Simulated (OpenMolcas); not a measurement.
# singlet BH2O+ at 6 levels

Wanted: a comparison of 6 runs (B3LYP/6-31G*, B2PLYP/cc-pVTZ, BLYP/cc-pVTZ, M06-2X/cc-pVTZ, M06-L/cc-pVTZ, CCSD(T)/cc-pVTZ) of singlet BH2O+. 

The results are computed with OpenMolcas 26.06.

1 further run of the same task is left out (set aside as unsound or not needed).

## (1) Starting point

The species is BH2O+ (4 atoms), meant as a singlet with charge +1. As SMILES of the parent species, `[BH]O`. Geometry: relaxed at PBE0-D4/def2-TZVP. That shape belongs to the parent species and isn't relaxed for this state.

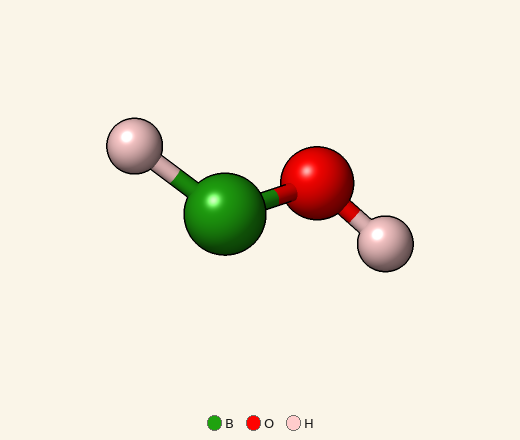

The structure, seen from a chosen angle (boron green, oxygen red, hydrogen pink).

## (2) The energy at B3LYP/6-31G(d) (Cartesian functions) (run 1)

Input file struct.xyz:

```xyz
4

B     -0.006100    -0.485500     0.388300
O      0.119700     0.544500    -0.448600
H     -1.064200    -1.032400     0.540300
H      1.006100     0.913200    -0.500300
```

Input file job.inp:

```
&GATEWAY
  BasLib=$CurrDir
  Coord=struct.xyz
  Basis=6-31Gs
  Group=NoSym

&SEWARD
  GridInput
  Grid=UltraFine
  End of Grid

&SCF
  Charge=1
  KSDFT=B3LYP
  Thresholds=1e-10 1e-07 1e-07 1e-05
  PrOrbitals=1 2
```

The basis set 6-31G* is read from a file made from the Basis Set Exchange's data (not shown).

Launch:

```console
export MOLCAS_MEM=1860
pymolcas job.inp > job.log
```

The program printed:

```text
--- Start Module: gateway ---
[...]
--- Stop Module: gateway /rc=_RC_ALL_IS_WELL_ ---
--- Start Module: seward ---
[...]
      Basis functions           34
--- Stop Module: seward /rc=_RC_ALL_IS_WELL_ ---
--- Start Module: scf ---
[...]
       Convergence after  15 Iterations
[...]
::    Total KS-DFT energy                            -100.9248652926
[...]
      Total spin, S                                     0.0000000000
[...]
      Total electronic charge=   14.000000
      Total            charge=    1.000000
[...]
      Dipole Moment (debye):
      Origin of the operator (angstrom)=    0.0616    0.1118   -0.0986
                   X=  1.7245E+00               Y= -1.5783E+00               Z=  1.8473E+00           Total=  2.9795E+00
      Center of Charge (angstrom)
[...]
--- Stop Module: scf /rc=_RC_ALL_IS_WELL_ ---
[...]
```

Run time: 6 s. Hardware: 1 thread of Arm Neoverse V2, shared host; peak memory 0.37 GiB.

## (3) The energy at B2PLYP/cc-pVTZ (run 2)

struct.xyz is that of step 2.

Input file run.inp:

```
&GATEWAY
BasLib
$CurrDir
Coord
struct.xyz
Basis
cc-pVTZ
Group
NoSym
&SEWARD
GridInput
Grid=UltraFine
End of Grid
&SCF
Charge
1
KSDFT
B2PLYP_SCF
Thresholds
1e-10 1e-07 1e-07 1e-05
PrOrbitals
1 1
&MBPT2
Frozen
2
```

The basis set cc-pVTZ is read from a file made from the Basis Set Exchange's data (not shown).

Launch:

```console
export MOLCAS_MEM=1860
pymolcas run.inp > run.log
```

The program printed:

```text
--- Start Module: gateway ---
[...]
--- Stop Module: gateway /rc=_RC_ALL_IS_WELL_ ---
[...]
      Basis functions           88
[...]
--- Start Module: scf ---
[...]
       Convergence after  15 Iterations
[...]
::    Total KS-DFT energy                            -100.7872534972
[...]
      Total spin, S                                     0.0000000000
[...]
      Total electronic charge=   14.000000
      Total            charge=    1.000000
[...]
      Dipole Moment (debye):
      Origin of the operator (angstrom)=    0.0616    0.1118   -0.0986
                   X=  1.6549E+00               Y= -1.8547E+00               Z=  2.0613E+00           Total=  3.2291E+00
      Center of Charge (angstrom)
[...]
--- Stop Module: scf /rc=_RC_ALL_IS_WELL_ ---
[...]
--- Start Module: mbpt2 ---
[...]
 ###    WARNING: MP2 implementation intended for RHF references only         ###
 ###############################################################################
MBPT2 WARNING: Reference function according to RunFile:KS-DFT
I'll assume you know what you're doing and continue
WARNING!
Default frozen orbitals as non valence orbitals is overwritten by user input.
Default values:   2
[...]
       Reference weight ( Cref**2 )         =        0.87214
::    Total MBPT2 energy                             -101.1812688243
[...]
      Total MBPT2 calculations                           0.18      0.21
--- Stop Module: mbpt2 /rc=_RC_ALL_IS_WELL_ ---
[...]
```

It took 19 s on 1 thread of Arm Neoverse V2, shared host; peak memory 0.48 GiB.

## (4) The energy at BLYP/cc-pVTZ (run 3)

Input file calc.inp:

```
&GATEWAY
  BasLib=$CurrDir
  Coord
  4
  angstrom
  B       -0.006100      -0.485500       0.388300
  O        0.119700       0.544500      -0.448600
  H       -1.064200      -1.032400       0.540300
  H        1.006100       0.913200      -0.500300
  Basis=cc-pVTZ
  Group=NoSym

&SEWARD
  GridInput
  Grid=UltraFine
  End of Grid

&SCF
  Charge=1
  KSDFT=BLYP
  Thresholds=1e-10 1e-07 1e-07 1e-05
  PrOrbitals=1 2
```

The basis set cc-pVTZ is read from a file made from the Basis Set Exchange's data (not shown).

Launch:

```console
export MOLCAS_MEM=1860
pymolcas calc.inp > calc.log
```

The program printed:

```text
--- Start Module: gateway ---
[...]
--- Stop Module: gateway /rc=_RC_ALL_IS_WELL_ ---
--- Start Module: seward ---
[...]
      Basis functions           88
--- Stop Module: seward /rc=_RC_ALL_IS_WELL_ ---
[...]
--- Start Module: scf ---
[...]
       Convergence after  17 Iterations
[...]
::    Total KS-DFT energy                            -100.9483772964
[...]
      Total spin, S                                     0.0000000000
[...]
      Total electronic charge=   14.000000
      Total            charge=    1.000000
[...]
      Dipole Moment (debye):
      Origin of the operator (angstrom)=    0.0616    0.1118   -0.0986
                   X=  1.5433E+00               Y= -1.4916E+00               Z=  1.7203E+00           Total=  2.7507E+00
      Center of Charge (angstrom)
[...]
--- Stop Module: scf /rc=_RC_ALL_IS_WELL_ ---
[...]
```

It took 22 s on 1 thread of Arm Neoverse V2, shared host; peak memory 0.48 GiB.

Runs 4 to 5 aren't shown in full; the table further down has their settings and results.

## (5) The energy at CCSD(T)/cc-pVTZ (run 6)

struct.xyz is that of step 3.

Input file run.input:

```
&GATEWAY
 BasLib=$CurrDir
 Coord=struct.xyz
 Basis=cc-pVTZ
 Group=NoSym

&SEWARD

&SCF
 Charge=1
 Thresholds=1e-10 1e-07 1e-07 1e-05
 PrOrbitals=1 1

&RASSCF
 FileOrb=$Project.ScfOrb
 Spin=1
 Nactel=0 0 0
 Inactive=7
 Ras2=0
 OutOrbitals=Canonical
 OrbListing=NoCore

&MOTRA
 JobIph
 Frozen=2

&CCSDT
 CCT
 Triples=2
 Iterations=80
 Accuracy=1e-08
 Extrapolation=5 4
```

The basis set cc-pVTZ is read from a file made from the Basis Set Exchange's data (not shown).

Launch:

```console
export MOLCAS_MEM=1860
pymolcas run.input > run.log
```

The program printed:

```text
--- Start Module: gateway ---
[...]
--- Stop Module: gateway /rc=_RC_ALL_IS_WELL_ ---
[...]
      Basis functions           88
[...]
       Convergence after  16 Iterations
[...]
::    Total SCF energy                               -100.4280463551
[...]
      Total spin, S                                     0.0000000000
[...]
      Number of active orbitals                  0
[...]
      Spin quantum number                      0.0
[...]
      Active orbitals                            0
[...]
      Number of CSFs                             1
[...]
      Number of root(s) required                 1
[...]
      Convergence after  4 iterations
[...]
      Natural orbitals and occupation numbers for root  1
      ************************************************************************************************************************
      *                                                    Final results                                                     *
      ************************************************************************************************************************
[...]
::    RASSCF root number  1 Total energy:   -100.42804636
[...]
      Total electronic charge=   14.000000
      Total            charge=    1.000000
[...]
      Dipole Moment (debye):
      Origin of the operator (angstrom)=    0.0616    0.1118   -0.0986
                   X=  1.7433E+00               Y= -2.1004E+00               Z=  2.2959E+00           Total=  3.5668E+00
      Center of Charge (angstrom)
[...]
--- Start Module: motra ---
[...]
      *** WARNING: Default frozen orbitals is overwritten by user input.
      *** Default values:   2
[...]
--- Stop Module: motra /rc=_RC_ALL_IS_WELL_ ---
[...]
--- Start Module: ccsdt ---
[...]
      Convergence after                    14  Iterations
      Total energy (diff) :    -100.75844171      -0.00000001
[...]
 METHOD                       : CCSD+T(CCSD)+<T3(1)WT1> = CCSD(T)
[...]
       CCSD     =      -100.7584417102829
[...]
--- Stop Module: ccsdt /rc=_RC_ALL_IS_WELL_ ---
[...]
```

It took 21 s on 1 thread of Arm Neoverse V2, shared host; peak memory 0.48 GiB.

## (6) Overview of the runs

| run | level | Cartesian functions | frozen core orbitals | energy (Eh) | HOMO energy (eV) | LUMO energy (eV) | HOMO–LUMO gap (eV) | wall time |
| --- | --- | --- | --- | --- | --- | --- | --- | --- |
| 1 | B3LYP/6-31G* (Cartesian functions) | yes | – | -100.924865 | -18.91 | -11.44 | 7.47 | 6 s |
| 2 | B2PLYP/cc-pVTZ | no | 2 | -100.893638 | -20.77 | -9.73 | 11.04 | 19 s |
| 3 | BLYP/cc-pVTZ | no | – | -100.948377 | -17.56 | -12.18 | 5.38 | 22 s |
| 4 | M06-2X/cc-pVTZ | no | – | -100.925456 | -20.93 | -10.06 | 10.87 | 33 s |
| 5 | M06-L/cc-pVTZ | no | – | -100.949404 | -17.89 | -11.76 | 6.14 | 29 s |
| 6 | CCSD(T)/cc-pVTZ | no | 2 | -100.771749 | -23.34 | -7.29 | 16.05 | 21 s |

## (7) Summary of results

| quantity | value |
| --- | --- |
| run 6: total energy | -100.77175 Eh |
| run 6: HOMO energy (Hartree–Fock orbitals) | -23.34 eV |
| run 6: LUMO energy (Hartree–Fock orbitals) | -7.29 eV |
| run 6: HOMO–LUMO gap (Hartree–Fock orbitals) | 16.05 eV |
| run 6: correlation energy (2 core orbitals frozen) | -343.7 mEh |
| run 6: (T) correction | -13.31 mEh |

**Reading.** Over runs 1, 2, 3, 4, 5 the HOMO–LUMO gap runs from 5.38 eV (BLYP/cc-pVTZ) to 11.04 eV (B2PLYP/cc-pVTZ). A double hybrid's value is that of its SCF part. For B2PLYP the log adds the whole second-order term; the table takes 0.27 of it, as the functional is defined. Totals of different functionals can't be ranked against each other. All runs together took 2.2 min, the longest 33 s.
